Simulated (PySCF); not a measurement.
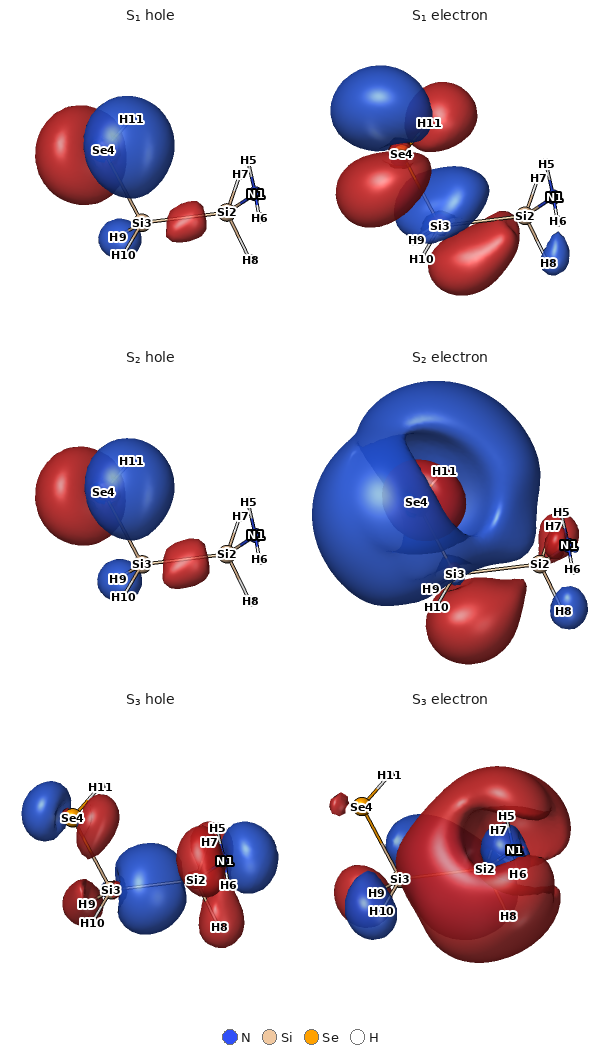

*H$_{7}$NSeSi$_{2}$, SMILES `N[SiH2][SiH2][SeH]`. Leading natural transition orbitals (TDHF singlet states).*

Computed with PySCF, HF/def2-SVPD, geometry: GFN2-xTB. No frequency check shows the geometry to be a minimum. GFN2-xTB bond lengths at metals and heavier atoms can be off by up to 0.1 Å and shapes distorted, which carries into these values.

Geometry (Å), atoms numbered from 1:

```
N1       2.5650    1.2330    0.4297
Si2      2.1058   -0.2085   -0.3936
Si3      0.0773   -1.1608    0.2630
Se4     -1.6745    0.3329   -0.0245
H5       2.0067    2.0641    0.3117
H6       2.8830    1.1758    1.3838
H7       2.0681    0.1876   -1.8052
H8       3.1889   -1.1531   -0.1212
H9      -0.3440   -2.3605   -0.4663
H10     -0.1000   -1.4565    1.6872
H11     -1.2867    0.7638   -1.3357
```

> Describe these excited states.

By state:
- S₁: 5.76 eV (215 nm), f = 0.013; the leading pair carries 98 %; hole on Se4 (81 %) and Si3 (8 %), electron on Se4 (53 %), Si3 (23 %) and H11 (10 %); their centroids lie 0.4 Å apart.
- S₂: 6.00 eV (207 nm), f = 0.035, partly diffuse acceptor orbital; the leading pair carries 97 %; hole on Se4 (79 %) and Si3 (9 %), electron on Se4 (48 %), H11 (19 %) and Si3 (17 %) (atom shares of so diffuse an orbital are rough); their centroids lie 0.4 Å apart.
- S₃: 6.69 eV (185 nm), f = 0.023; the leading pair carries 90 %; hole on N1 (27 %), Si3 (21 %) and Si2 (20 %), electron on Si2 (34 %), Si3 (21 %) and N1 (9 %); their centroids lie 0.4 Å apart.
